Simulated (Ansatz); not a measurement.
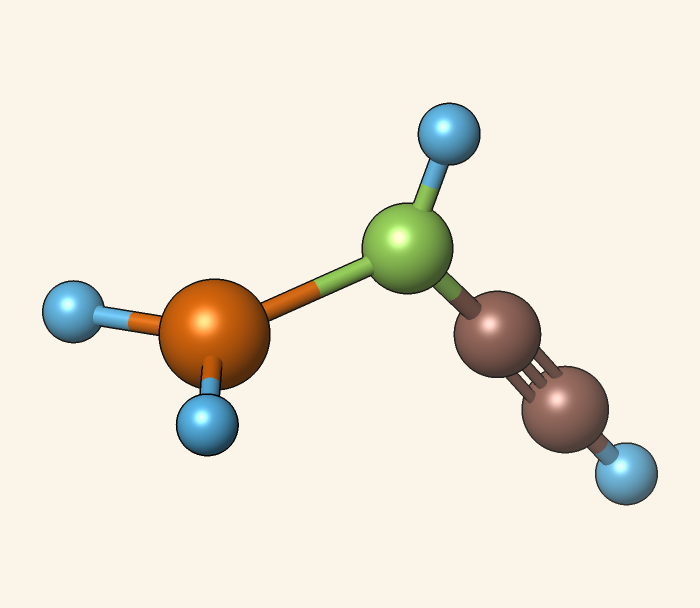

A ball-and-stick model of a molecule. Colours: carbon brown, boron green, aluminium orange, hydrogen blue.

**Count the atoms of each element.**

C₂H₄AlB, 8 atoms: 2 carbon, 4 hydrogen, 1 aluminium and 1 boron.

**What is the point group of this geometry?**

Cs.

**Name functional groups in it.**

Among them: alkyne, B–H bond.

**How many sets of symmetry-equivalent atoms are there?**

7: 1 C, 1 C, 1 B, 1 Al, 1 H, 1 H, 2 H.

**Write the SMILES.**

C#C[BH][AlH2]

The parts below concern this one geometry. Atoms keep their numbers from picture to picture. The geometry was computed by an optimisation with PBE0-D4/def2-TZVP. No frequency run is at hand to confirm it as a minimum.

### Geometry

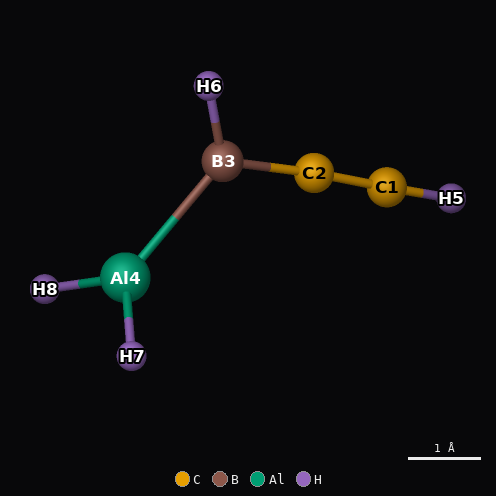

Atoms carry their numbers in the input. No frequency run is at hand to confirm it as a minimum.

What are the angles C2–C1–H5, C1–C2–B3, C2–B3–Al4, C2–B3–H6, Al4–B3–H6, B3–Al4–H7, H7–Al4–H8?

```json
{"angle": "C2–C1–H5", "degrees": "178.7"}
{"angle": "C1–C2–B3", "degrees": "176.6"}
{"angle": "C2–B3–Al4", "degrees": "118.6"}
{"angle": "C2–B3–H6", "degrees": "117.6"}
{"angle": "Al4–B3–H6", "degrees": "123.8"}
{"angle": "B3–Al4–H7", "degrees": "120.9"}
{"angle": "H7–Al4–H8", "degrees": "118.3"}
```

### Electronic properties

No frequency run is at hand to confirm it as a minimum. Level of theory: RKS PBE0-D4/def2-TZVPP (Ansatz 0.2.0).

Predict the main results.

- HOMO energy (Kohn–Sham orbital): −7.05 eV
- LUMO energy (Kohn–Sham orbital): −2.64 eV
- HOMO–LUMO gap: 4.42 eV
- dispersion correction: −10.9 kJ/mol

### Charges

The questions are on Mulliken charges. No frequency run is at hand to confirm it as a minimum. Properties computed with RKS PBE0-D4/def2-TZVP (Ansatz 0.2.0).

Give the Mulliken charges atom by atom.

| atom | value (e) |
| --- | --- |
| C1 | −0.24 |
| C2 | 0.03 |
| B3 | −0.09 |
| Al4 | 0.26 |
| H5 | 0.19 |
| H6 | 0.05 |
| H7 | −0.10 |
| H8 | −0.10 |

### Dipole moment

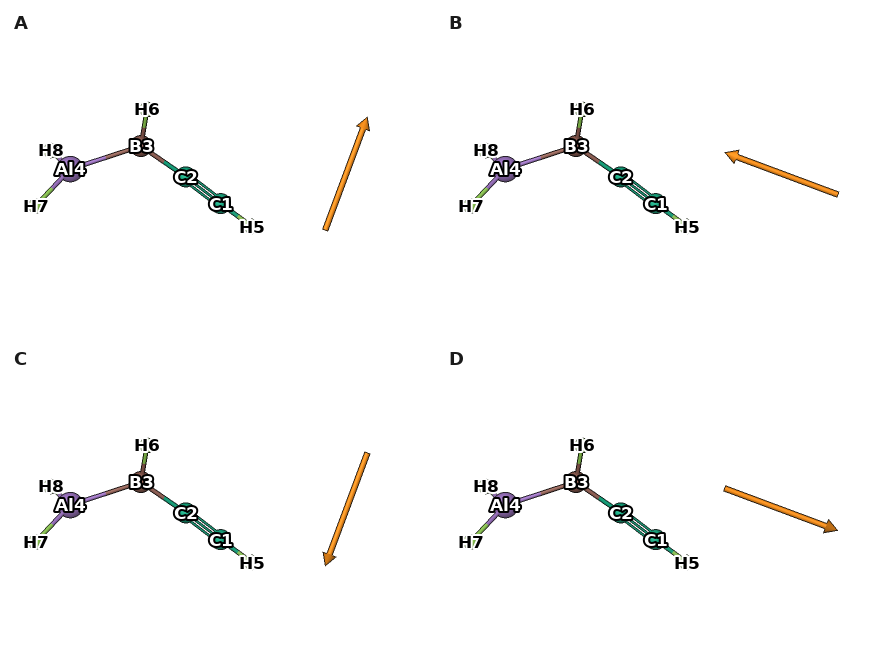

The same molecule four times, each with an arrow. No frequency run is at hand to confirm it as a minimum. Method: RKS PBE0-D4/def2-TZVP (Ansatz 0.2.0).

**Which arrow points along the dipole moment, from the negative to the positive end?**

D. The dipole moment is 1.01 D; it points from the side of H7, H8 to the side of H5 (the outermost atoms at the two ends).

Mulliken values depend strongly on the basis set and can even reverse the polarity of a bond.
